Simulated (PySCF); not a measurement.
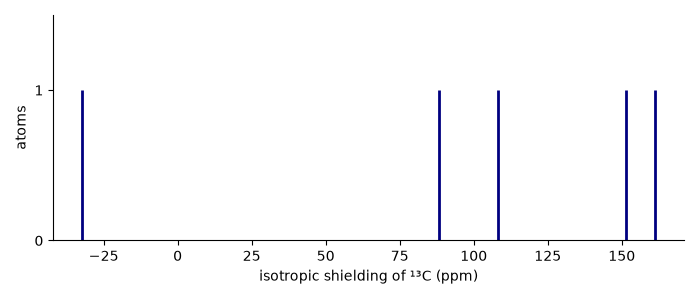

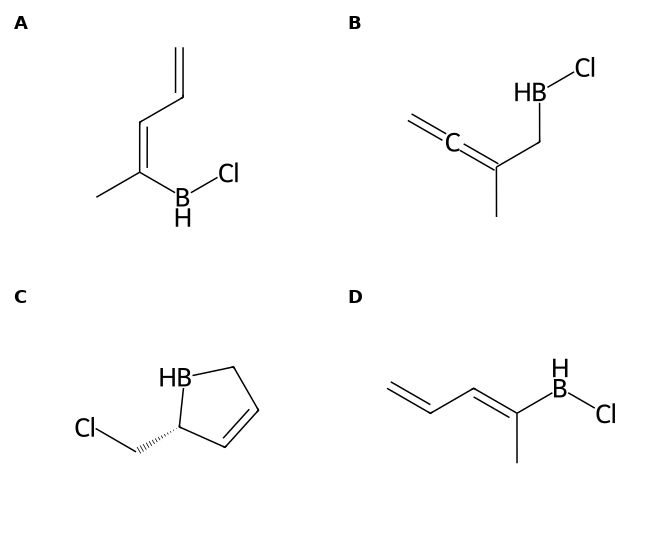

The sticks are computed shieldings of one of the molecules, for one fixed geometry (GFN2-xTB) without averaging over rotations. Low shielding means a high chemical shift. Method: GIAO PBE0/pcSseg-1 NMR shielding, non-relativistic, gas phase (PySCF 2.14.0).

Question: Match the spectrum to a structure.

Answer: B, `C=C=C(C)CBCl`. Its 5 C atoms give lines at −32.4, 88.2, 108.1, 151.4, 161.3 ppm.

The geometry is semi-empirical. Around B such bond lengths and angles can be off by a tenth of an ångström or more and by several degrees, and values that hang on the shape move with them.
